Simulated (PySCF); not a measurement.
**C5H9OSi (SMILES [SiH3]OC1=CCC[CH]1) (doublet): density, localisation and related maps**

```xyz
16

Si    2.9201   -0.1664   -0.3594
O     1.4858    0.3454   -0.9235
C     0.2264    0.2055   -0.4673
C    -0.1573   -0.4614    0.6793
C    -1.6365   -0.3959    0.8457
C    -2.1189    0.4145   -0.3730
C    -0.8707    0.7364   -1.1211
H     3.7809    0.3795   -1.3958
H     3.1935    0.3849    0.9701
H     2.9662   -1.6285   -0.2776
H     0.5022   -0.9601    1.3632
H    -1.9105    0.0876    1.7885
H    -2.0787   -1.3968    0.8683
H    -2.6466    1.3242   -0.0710
H    -2.8147   -0.1605   -0.9914
H    -0.8488    1.3005   -2.0331
```

Geometry: GFN2-xTB.

Level of theory: UKS B3LYP, pcH-1 on C H O Si, non-relativistic, mean-field spin-orbit, GIAO (PySCF 2.14.0, density-fitted response routines).

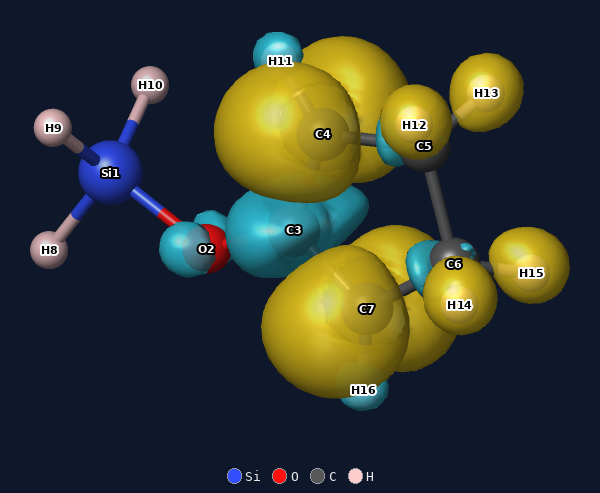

Figure 1. Isosurfaces of the spin density (α minus β) at +0.015 (yellow) and −0.015 e/Å³ (cyan), seen at a tilt.

> Which atoms carry the spin?

The unpaired spin (1 electron) lies mostly on C7 (about 0.4) and C4 (about 0.4), in electrons by Hirshfeld's partition.

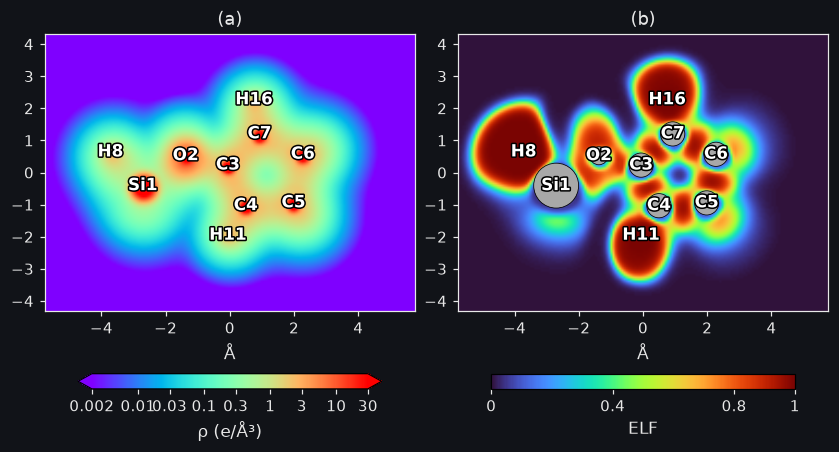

Figure 2. (a) total electron density; (b) electron localisation function on the plane of atoms O2, Si1 and H8. Grey discs cover the atomic cores in the ELF map.

> Interpret the plot.

The section cuts through Si, O, C and H sites.
C–O (1.35 Å): ρ is about 2.4 e/Å³ halfway; the ELF peaks at about 0.85 between the atoms; a shared but strongly polarised pair.
C–C (1.38 Å): ρ at the midpoint is about 2.2 e/Å³; the ELF peaks at about 0.95 between the atoms: a covalent bond.
Si–O (1.62 Å): the density is about 1.2 e/Å³ at the midpoint; the ELF peaks at about 0.85 between the atoms, as expected for a short, strongly polar bond.
C–H (1.07 Å): ρ is about 1.9 e/Å³ halfway; the ELF is about 1 at the midpoint (an ordinary covalent bond to hydrogen).
C–C (1.49 Å): ρ at the midpoint is about 1.7 e/Å³; the ELF peaks at about 0.95 between the atoms, as expected for localised, covalent bonding.
The ELF also peaks beside O2, away from the bonds: non-bonding electrons, paired or unpaired.

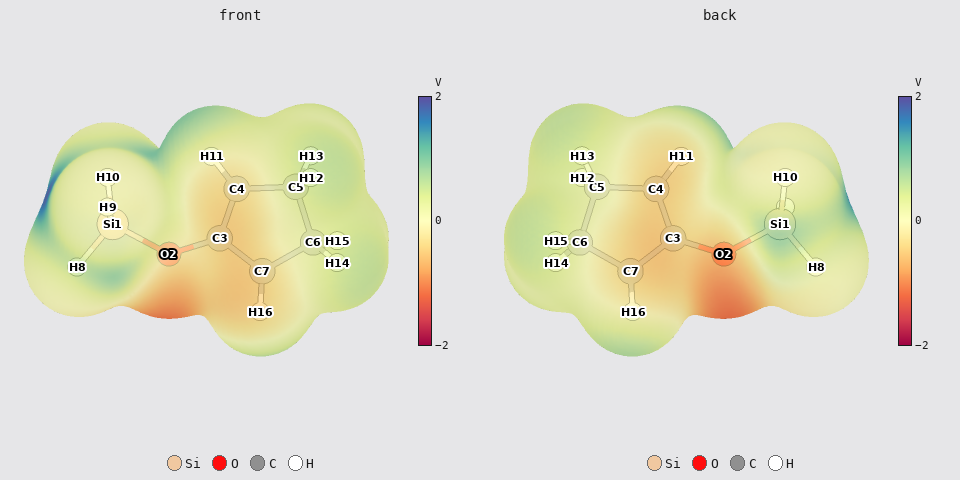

Figure 3. The electrostatic potential painted on the density surface at 0.002 e/bohr³, seen from the front and from behind; red is negative and blue positive.

> Which sites attract a positive test charge, and which a negative one?

A positive charge is drawn to the negative regions and a negative charge to the positive ones. The most negative region (about −1.1 V) lies over O2, the most positive (about +1.7 V) over Si1. O2 is the likeliest acceptor of a hydrogen bond.
